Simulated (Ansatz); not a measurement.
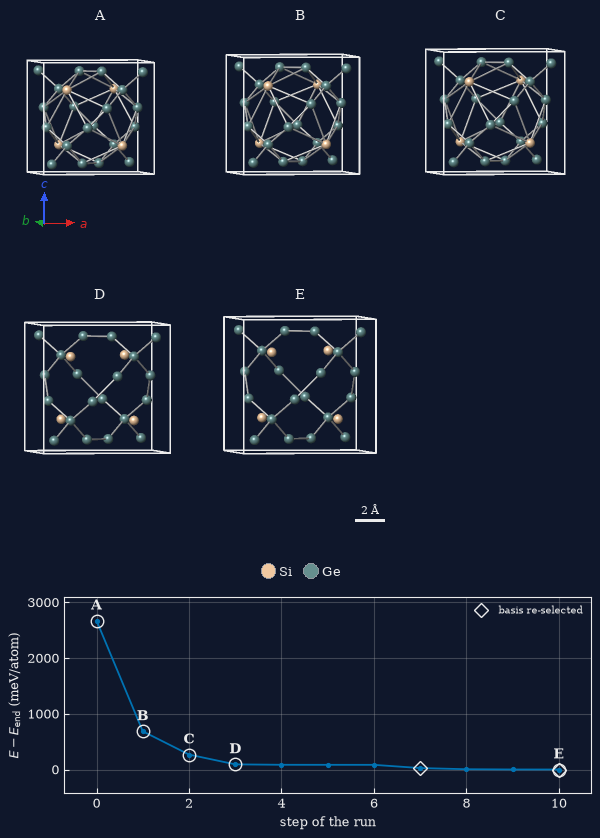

Frames of a relaxation of solid SiGe5 (a generated structure, set up in F-43m) (coarse preliminary run), marked on the history of the run. Style: ball-and-stick. Shown: the conventional cell (4 times the calculation's cell), from a free direction. Lengths and directions refer to the drawn axes.

All numbers below come from DFT PBE, scalar-relativistic, plane waves, PAW (Ansatz 0.2.0). Settings: plane-wave cutoff 420 eV; k-point mesh 4 × 4 × 4; occupations gaussian; smearing width 0.1 eV; no spin polarisation; cell and atoms relaxed; force threshold 0.04 eV/Å; at most 70 steps.

> What happens along the run?

Over 8 accepted moves (10 points after the start) the energy falls by 2673 meV per atom. Largest force component: 14 eV/Å at the start, 0.0085 eV/Å at the end. Pressure: 79.93 GPa at the start and −0.31 GPa at the end. The SCF was repeated twice at an unchanged geometry on a basis and grid sized afresh for the cell, which shifted the energy by 57.9 meV per atom at most. The largest moves relative to the cell, 0.17 Å, are those of Ge atoms. Si stays in place. The drawn cell changes as follows: a = b = c 7.715 → 9.245 Å (+19.8 %); the volume changes by +72.1 %. Near-neighbour distances that change, for instance: Ge–Ge 1.922 → 2.573 Å, Ge–Si 3.150 → 3.782 Å, Ge–Ge 2.164 → 2.428 Å. The space group stays F-43m (No. 216). The run took 55 s on 1 thread of Arm Neoverse V1 (shared host), peak memory 0.41 GiB. From step 0 to 1: Ge atoms move most (0.14 Å), volume +15.3 %, energy −1987 meV per atom. From step 1 to 2: volume +14.6 %, energy −418 meV per atom. From step 2 to 3: volume +14.3 %, energy −176 meV per atom. From step 3 to 10: volume +13.9 %, energy −92.3 meV per atom.

```
step  E − E(0), meV/atom  largest force component, eV/Å  pressure, GPa  volume, Å³/atom                      note
   0                0.00                        14.3033          79.93           19.133                          
   1            -1987.08                         1.2204          30.38           22.068                          
   2            -2404.97                         0.9159          13.80           25.291                          
   3            -2580.61                         0.3265           2.31           28.907                          
   4            -2588.28                         0.1663           0.15           29.745                          
   5            -2588.88                         0.0903          -0.09           29.829                          
   6            -2589.19                         0.0013           0.01           29.773                          
   7            -2647.06                         0.0140           3.26           29.773  same geometry, new basis
   8            -2667.92                         0.0114           1.33           31.273                          
   9            -2672.41                         0.0087          -0.30           32.927                          
  10            -2672.88                         0.0085          -0.31           32.927  same geometry, new basis
```
